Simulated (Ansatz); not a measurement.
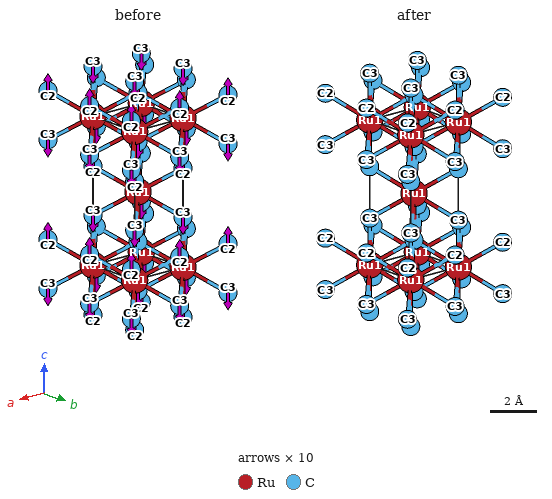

The structure of crystalline RuC2 (built on the MoSi2 (C11b)_139 type) (coarse preliminary run) before (left) and after (right) a relaxation, at one scale. The purple arrows give the displacements (the part carried along by the change of the cell is left out), 10 times their true length.

A ball-and-stick model of the conventional cell (2 times the calculation's cell), seen from a free direction. Lengths and directions refer to the drawn axes.

Case: MoSi2 (C11b) type (I4/mmm, No. 139).

Method: DFT PBE, scalar-relativistic, plane waves, PAW in Ansatz.

Input
```yaml
crystal:
  lattice:
    - [-1.4031849669, 1.4031849669, 3.4421881219]
    - [1.4031849669, -1.4031849669, 3.4421881219]
    - [1.4031849669, 1.4031849669, -3.4421881219]
  atoms:
    - { symbol: Ru, position: [0.0, 0.0, 0.0] }
    - { symbol: C, position: [0.665, 0.665, 0.0] }
    - { symbol: C, position: [0.335, 0.335, 0.0] }
basis:
  ecutwfc: 420
kpoints:
  mp_grid: { grid: [8, 8, 8] }
hamiltonian:
  xc: pbe
scf:
  occupations: { method: gaussian, width: 0.1 }
  lower_state_search: "off"
output:
  forces: true
  stress: true
  eigenvalues: true
relax:
  adjacent_minimum: "off"
  f_tol: 0.04
  max_steps: 70
  cell: { stress_tol: 0.4 }
```

Run as
```bash
ansatz run input.yaml --threads 1 --pin off --max-ram 2560MiB --backend cpu --events-out ev --progress --plain --runs-dir out
```

What changed between the two?

Answer. Over 4 accepted moves (5 points after the start) the energy falls by 44.2 meV per atom. The largest force component goes from 0.51 to 0.025 eV/Å. The pressure goes from −12.96 to −0.21 GPa. The SCF was repeated once at an unchanged geometry on a basis and grid sized afresh for the cell, which shifted the energy by 0.9 meV per atom at most. The largest moves relative to the cell, 0.083 Å, are those of C2 and C3. C2 goes along +c. Ru stays in place. The drawn cell changes as follows: a = b 2.806 → 2.762 Å (−1.6 %), c 6.884 → 6.705 Å (−2.6 %); the volume changes by −5.6 %. Some distances before and after: Ru1–C2 2.306 → 2.163 Å, Ru1–Ru1 2.806 → 2.762 Å. Among the angles between lasting bonds that change: Ru1–C2–Ru1 120.4° → 117.3°. The space group stays I4/mmm (No. 139). The run took 11 s on 1 thread of Arm Neoverse V1, on a shared host, peak memory 0.3 GiB.
